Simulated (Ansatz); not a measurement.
A series of calculations on CH3BClO

## 1. Relaxation

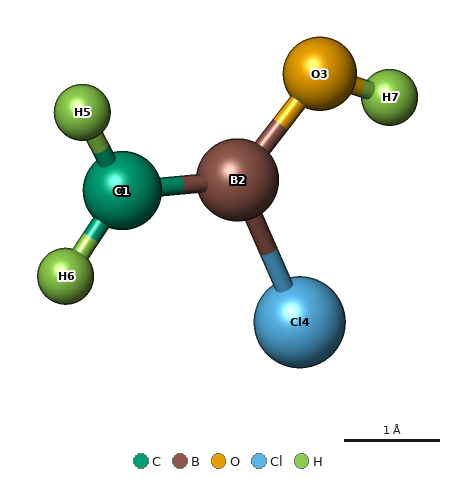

Starting structure of CH$_{3}$BClO (charge −1). Style: ball-and-stick. Shown at a tilt.

The run prepares an end point of a later path (torsion) calculation, from a guessed geometry.

Theory: Ansatz, RKS r2SCAN-D4/STO-3G.

Input file:
```yaml
crystal:
  periodic: [false, false, false]
  atoms:
    - { symbol: C, position_ang: [-0.56252, 1.01561, -0.06713] }
    - { symbol: B, position_ang: [0.09247, -0.24623, 0.00432] }
    - { symbol: O, position_ang: [1.44695, -0.54839, 0.3178] }
    - { symbol: Cl, position_ang: [-0.88545, -1.8285, -0.3496] }
    - { symbol: H, position_ang: [-0.05511, 1.95432, 0.12735] }
    - { symbol: H, position_ang: [-1.60924, 1.14809, -0.31566] }
    - { symbol: H, position_ang: [1.5729, -1.49489, 0.28291] }
total_charge: -1
basis:
  gaussian: { orbitals: STO-3G }
hamiltonian:
  xc: r2scan
  dispersion: d4
relax:
  f_tol: 0.015
  max_steps: 40
```

Launched with:
```bash
ansatz run input.yaml --threads 1 --pin off --max-ram 2048MiB --backend cpu --events-out ev --progress --plain --runs-dir out
```

What does the optimiser find from here?

Answer. Over 4 geometry steps the energy falls by 14.2 kJ/mol. The largest force component goes from 4 to 0.014 eV/Å. The largest move after the best rigid fit is that of H7, 0.051 Å. Largest moves by element: H 0.051 Å, Cl 0.049 Å, O 0.045 Å, B 0.015 Å, C 0.006 Å. Near-neighbour distances that change, for instance: O3–H7 0.955 → 1.017 Å, B2–Cl4 1.893 → 1.938 Å, C1–B2 1.424 → 1.408 Å, B2–O3 1.423 → 1.431 Å. Among the angles between lasting bonds that change: B2–O3–H7 109.1° → 104.2°.

History of the run:

```
step  E − E(0), kJ/mol  largest force component, eV/Å
   0              0.00                         3.9733
   1            -13.15                         0.5679
   2            -14.07                         0.1870
   3            -14.15                         0.0658
   4            -14.18                         0.0136
```

Final geometry:

```xyz
7

C    -0.5568    1.0171   -0.0646
B     0.0908   -0.2311    0.0060
O     1.4590   -0.5055    0.3244
Cl   -0.8712   -1.8752   -0.3497
H    -0.0443    1.9614    0.1296
H    -1.6077    1.1519   -0.3155
H     1.5303   -1.5186    0.2698
```

The end point in the same view:

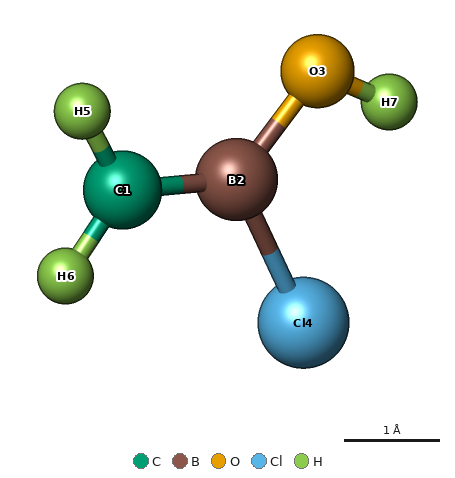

Limits of the set-up: STO-3G is a minimal basis, so the numbers are rough.

## 2. Relaxation

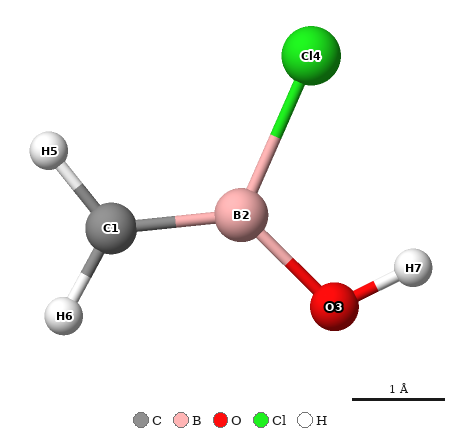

Starting structure of CH$_{3}$BClO (charge −1). The picture is a ball-and-stick view, seen face on.

The run prepares an end point of a later path (torsion) calculation, from a guessed geometry.

Level of theory: RKS r2SCAN-D4/STO-3G in Ansatz.

The input:
```yaml
crystal:
  periodic: [false, false, false]
  atoms:
    - { symbol: C, position_ang: [-0.56252, 1.01561, -0.06713] }
    - { symbol: B, position_ang: [0.09247, -0.24623, 0.00432] }
    - { symbol: O, position_ang: [-0.42752, -1.55173, -0.21813] }
    - { symbol: Cl, position_ang: [1.93068, -0.32132, 0.45209] }
    - { symbol: H, position_ang: [-0.05511, 1.95432, 0.12735] }
    - { symbol: H, position_ang: [-1.60924, 1.14809, -0.31566] }
    - { symbol: H, position_ang: [0.27035, -2.19232, -0.09337] }
total_charge: -1
basis:
  gaussian: { orbitals: STO-3G }
hamiltonian:
  xc: r2scan
  dispersion: d4
relax:
  f_tol: 0.015
  max_steps: 40
output:
  orbitals: {}
```

Run as
```bash
ansatz run input.yaml --threads 1 --pin off --max-ram 2048MiB --backend cpu --events-out ev --progress --plain --runs-dir out
```

> Predict the outcome.

After 5 geometry steps the energy has fallen by 3.39 kcal/mol. The largest force component goes from 3.2 to 0.0062 eV/Å. The atom that moves furthest after the best rigid fit is Cl4 (0.057 Å). Largest moves by element: Cl 0.057 Å, O 0.049 Å, H 0.044 Å, B 0.014 Å, C 0.004 Å. Among the contacts that change: O3–H7 0.955 → 1.017 Å, B2–Cl4 1.893 → 1.938 Å, C1–B2 1.424 → 1.408 Å, B2–O3 1.423 → 1.431 Å. Among the angles between lasting bonds that change: B2–O3–H7 109.1° → 104.3°. Cost: 17 s on 1 thread of Arm Neoverse V1 (shared host), peak memory 0.15 GiB.

Step by step:

| step | E − E(0), kcal/mol | largest force component, eV/Å |
| --- | --- | --- |
| 0 | 0.00 | 3.1615 |
| 1 | -3.12 | 0.6679 |
| 2 | -3.36 | 0.1832 |
| 3 | -3.39 | 0.0533 |
| 4 | -3.39 | 0.0560 |
| 5 | -3.39 | 0.0062 |

Final geometry:

```xyz
7

C    -0.5585    1.0161   -0.0656
B     0.0839   -0.2349    0.0030
O    -0.4720   -1.5334   -0.2278
Cl    1.9637   -0.3671    0.4568
H    -0.0706    1.9707    0.1246
H    -1.6149    1.1254   -0.3190
H     0.3075   -2.1704   -0.0825
```

The end point in the same view:

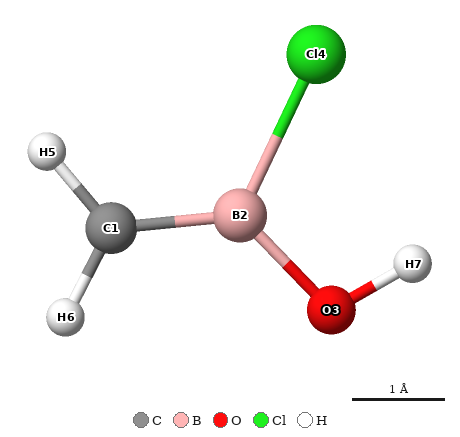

Limits of the set-up: STO-3G is a minimal basis, so the numbers are rough.

## 3. Path

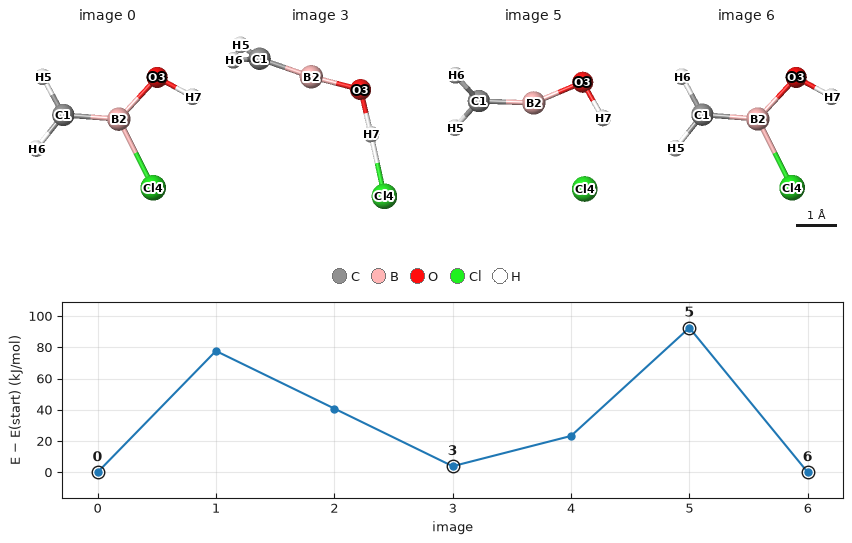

NEB run on CH3BClO (charge −1). Images are numbered from 0 (start) to 6 (end). The picture is a ball-and-stick view, seen face on.

Method: RKS r2SCAN-D4/STO-3G in Ansatz. Settings: 5 movable images; climbing image; force threshold 0.03 eV/Å; iteration limit 60; starting path through a guess of the saddle point.

> What happens along the path, and what is the barrier?

The two ends have the same energy, and the highest point, image 5, lies 92.5 kJ/mol above the start. The profile has 2 maxima (images 1, 5) with a dip at image 3 (+3.9 kJ/mol), so the process runs in steps. The path has more than one stage, and so few images may leave a stage unresolved. No bond forms or breaks between the ends, but on the way B2–Cl4 opens (1.94 → 2.52 Å at the highest image). Among the angles between lasting bonds that change up to the highest image: C1–B2–O3 128.4° → 155.1°, B2–O3–H7 104.2° → 97.3°. The band converged in 40 iterations. The largest component of the band force went from 24 to 0.028 eV/Å. The climbing image converged on the top of the path. Its vibrational analysis gives one imaginary mode (462i cm⁻¹), as a transition state must have.

Limits of the set-up: STO-3G is a minimal basis, so the numbers are rough.

The run took 6.1 min on 1 thread of Arm Neoverse V1, with other jobs on the host, peak memory 0.1 GiB.
